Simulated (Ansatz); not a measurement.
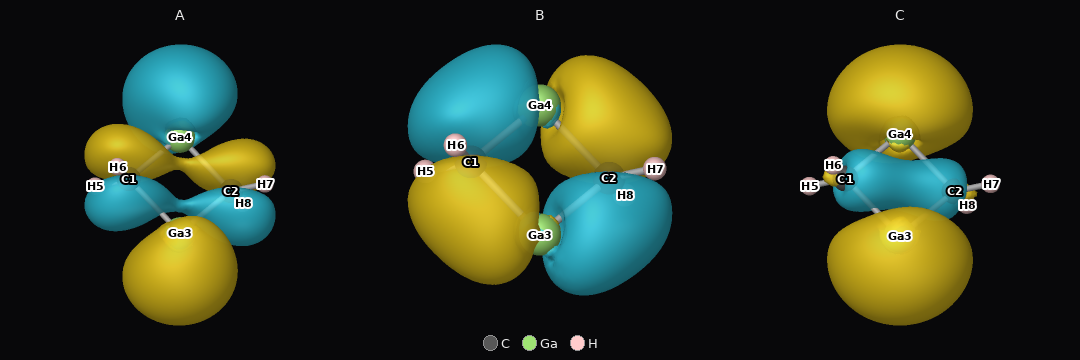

*C$_{2}$H$_{4}$Ga$_{2}$. Three frontier orbitals at ±0.06 Å⁻³ᐟ² (yellow and cyan are the two phases), in no order.*

Geometry: PBE-D3(BJ)/def2-SVP.

These are results of Ansatz 0.2.0, isolated molecule in a Gaussian basis; Kohn-Sham density functional theory, functional PBE0, not measurements.

```yaml
atoms:
  - { symbol: C, position_ang: [-1.8845, 0.7772, 2.1813] }
  - { symbol: C, position_ang: [0.2649, -1.1438, 1.3297] }
  - { symbol: Ga, position_ang: [-1.5733, -1.2454, 2.2241] }
  - { symbol: Ga, position_ang: [-0.0460, 0.8788, 1.2874] }
  - { symbol: H, position_ang: [-2.7442, 1.1230, 1.5634] }
  - { symbol: H, position_ang: [-1.9761, 1.2798, 3.1707] }
  - { symbol: H, position_ang: [1.1252, -1.4901, 1.9465] }
  - { symbol: H, position_ang: [0.3556, -1.6456, 0.3398] }
```

Order the three orbitals by energy and name them.

Answer. B is the HOMO−1 (−6.96 eV). By Hirshfeld shares it lies mainly on C1 (about 30 %), C2 (about 30 %), Ga3 (about 20 %) and Ga4 (about 20 %); it is gerade (even under inversion). C is the HOMO (−5.54 eV). It lies mainly on Ga4 (about 40 %), Ga3 (about 40 %), C2 (about 5 %) and C1 (about 5 %); it is gerade (even under inversion). A is the LUMO (−2.28 eV). By Hirshfeld shares it lies mainly on Ga4 (about 30 %), Ga3 (about 30 %), C2 (about 15 %) and C1 (about 15 %); it is ungerade (odd under inversion).

What is the HOMO–LUMO gap?

Answer. 3.26 eV between the orbital energies.
